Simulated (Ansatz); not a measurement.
A series of calculations on B₂H₃SCl

### Relaxation

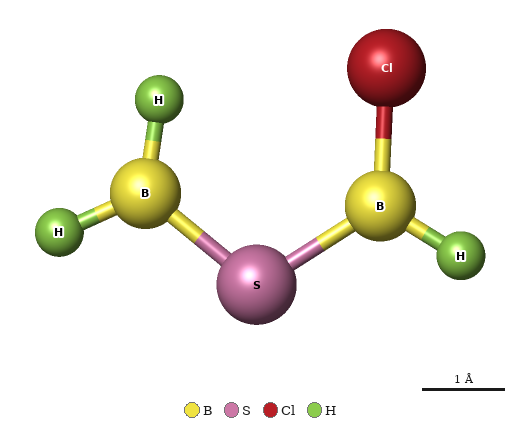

Starting structure of B2H3SCl. The picture is a ball-and-stick view, seen face on.

The run prepares an end point of a later path (torsion) calculation, from a guessed geometry.

These are results of RHF/def2-SVP (Ansatz), not measurements.

The input:
```yaml
crystal:
  periodic: [false, false, false]
  atoms:
    - { symbol: B, position_ang: [0.15621, -0.48385, -1.37256] }
    - { symbol: S, position_ang: [-0.99042, 0.44289, -0.38399] }
    - { symbol: B, position_ang: [-0.32767, 0.55923, 1.29357] }
    - { symbol: Cl, position_ang: [1.13112, -0.13187, 1.80658] }
    - { symbol: H, position_ang: [1.14672, -0.89397, -0.91599] }
    - { symbol: H, position_ang: [-0.1378, -0.65149, -2.48739] }
    - { symbol: H, position_ang: [-0.97815, 1.15906, 2.05979] }
basis:
  gaussian: { orbitals: def2-SVP }
hamiltonian:
  xc: hf
relax:
  f_tol: 0.015
  max_steps: 40
output:
  orbitals: {}
```

Launched with:
```bash
ansatz run input.yaml --threads 1 --pin off --max-ram 2048MiB --backend cpu --events-out ev --progress --plain --runs-dir out
```

**Predict the outcome.**

Over 6 accepted moves (7 points after the start) the energy falls by 2.43 kcal/mol. Largest force component: 1.5 eV/Å at the start, 0.0023 eV/Å at the end. The line search rejected the trial step at point 6 of the run. Cl4 moves most after the best rigid fit: 0.075 Å. Largest moves by element: Cl 0.075 Å, H 0.066 Å, B 0.030 Å, S 0.018 Å. Some distances before and after: B3–Cl4 1.694 → 1.756 Å, B1–S2 1.775 → 1.816 Å, B1–H5 1.165 → 1.190 Å, S2–B3 1.807 → 1.821 Å. The run took 9.3 s on 1 thread of Arm Neoverse V2, with other jobs on the host, peak memory 0.14 GiB.

History of the run:

```
step  E − E(0), kcal/mol  largest force component, eV/Å      note
   0                0.00                         1.5135          
   1               -1.96                         0.7146          
   2               -2.34                         0.3009          
   3               -2.35                         0.1433          
   4               -2.35                         0.1423          
   5               -2.43                         0.0221          
   6               -2.43                         0.0378  rejected
   7               -2.43                         0.0023
```

The structure at the end:

```xyz
7

B     0.1640   -0.4973   -1.3977
S    -1.0024    0.4568   -0.3841
B    -0.3442    0.5735    1.3098
Cl    1.1707   -0.1166    1.8681
H     1.1728   -0.9426   -0.9517
H    -0.1520   -0.6464   -2.5390
H    -1.0088    1.1727    2.0947
```

After the run, drawn alike:

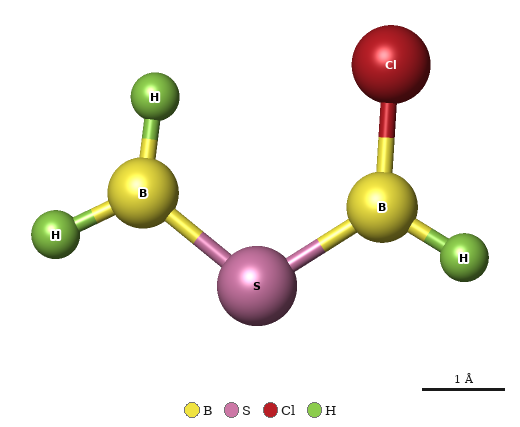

### Relaxation

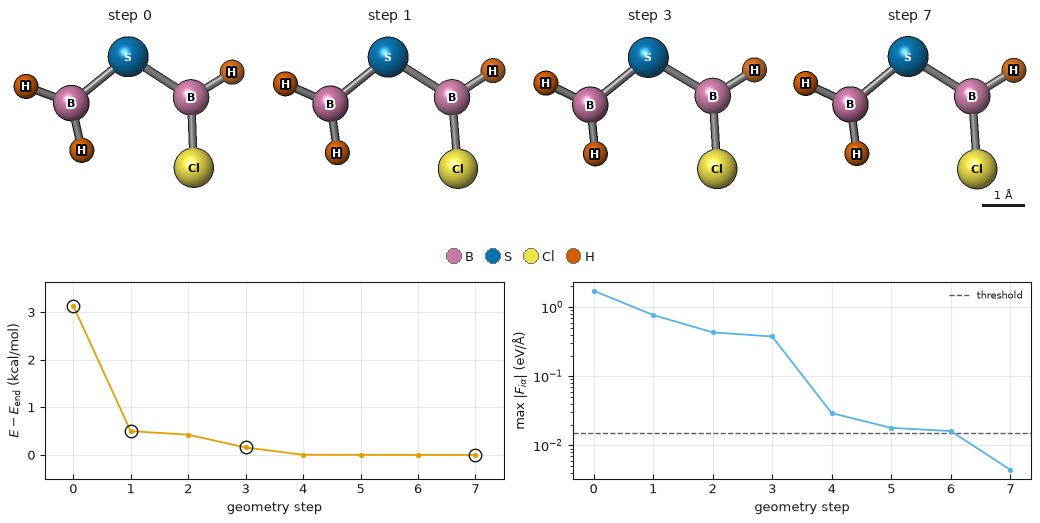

Frames of a relaxation of B₂H₃SCl, marked on the history of the run. Style: ball-and-stick. Shown face on.

The run prepares an end point of a later path (torsion) calculation, from a guessed geometry.

All numbers below come from RHF/def2-SVP (Ansatz). Settings: no spin polarisation; force threshold 0.015 eV/Å; at most 40 steps.

### What happens along the run?

An H atom moves most after the best rigid fit: 0.14 Å. By element the largest moves are H 0.14 Å, Cl 0.09 Å, B 0.04 Å, S 0.01 Å. Among the contacts that change: B–Cl 1.694 → 1.756 Å, B–S 1.775 → 1.816 Å, B–H 1.165 → 1.194 Å, B–S 1.807 → 1.821 Å. Among the angles between lasting bonds that change: S–B–H 116.4° → 122.2°, S–B–H 121.0° → 115.4°. After 7 geometry steps the energy has fallen by 3.14 kcal/mol. The largest force component goes from 1.7 to 0.0044 eV/Å. The run took 10 s on 1 thread of Arm Neoverse V2 (shared host), peak memory 0.14 GiB. From step 0 to 1: an H atom moves most (0.12 Å), energy −2.64 kcal/mol. From step 1 to 3: an H atom moves most (0.06 Å), energy −0.34 kcal/mol. From step 3 to 7: an H atom moves most (0.04 Å), energy −0.16 kcal/mol.

### Path

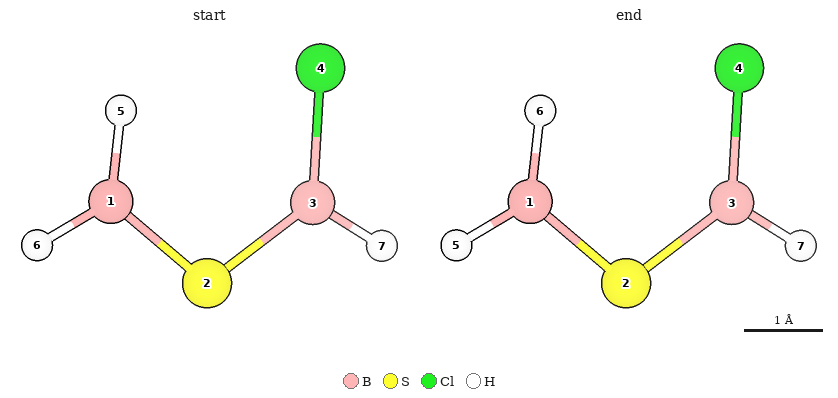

The two relaxed end points of a path for B2H3SCl. The picture is a ball-and-stick view, seen at a tilt.

All numbers below come from RHF/def2-SVP (Ansatz).

Settings: 7 movable images; climbing image; force threshold 0.05 eV/Å; iteration limit 60.

Start:
```xyz
7

B     0.1641   -0.4973   -1.3977
S    -1.0025    0.4565   -0.3841
B    -0.3444    0.5734    1.3098
Cl    1.1707   -0.1164    1.8681
H     1.1730   -0.9423   -0.9517
H    -0.1519   -0.6465   -2.5391
H    -1.0090    1.1724    2.0948
```

End:
```xyz
7

B     0.1636   -0.4980   -1.3975
S    -1.0047    0.4527   -0.3829
B    -0.3441    0.5739    1.3096
Cl    1.1718   -0.1144    1.8676
H    -0.1539   -0.6500   -2.5380
H     1.1758   -0.9376   -0.9534
H    -1.0085    1.1734    2.0946
```

**Predict the minimum-energy path and its barrier.**

The barrier is about 34.8 kJ/mol in both directions, with image 4 at the top; the ends have the same energy. The motion is a rotation about the B1–S2 bond by about 180°. No bond forms or breaks between the ends. Bond angles that change up to the highest image, for instance: B1–S2–B3 108.7° → 100.4°, S2–B1–H6 115.4° → 119.0°. The band converged in 11 iterations, with a climbing image at the top.

Energies of the converged images:

```
image  path (Å)  E (kJ/mol)
    0      0.00         0.0
    1      0.53         3.7
    2      1.05        16.2
    3      1.58        29.9
    4      2.10        34.8
    5      2.63        29.7
    6      3.15        16.0
    7      3.68         3.5
    8      4.21         0.0
```

The geometry at the top of the path:

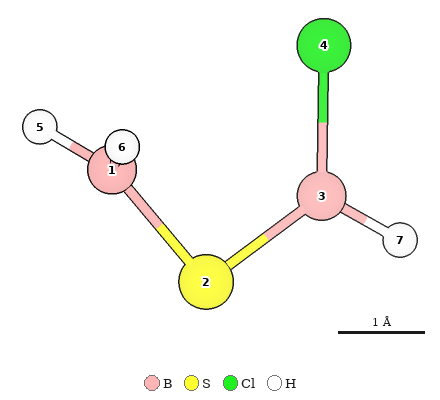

The run took 72 s on 1 thread of Arm Neoverse V2, on a shared host, peak memory 0.14 GiB.
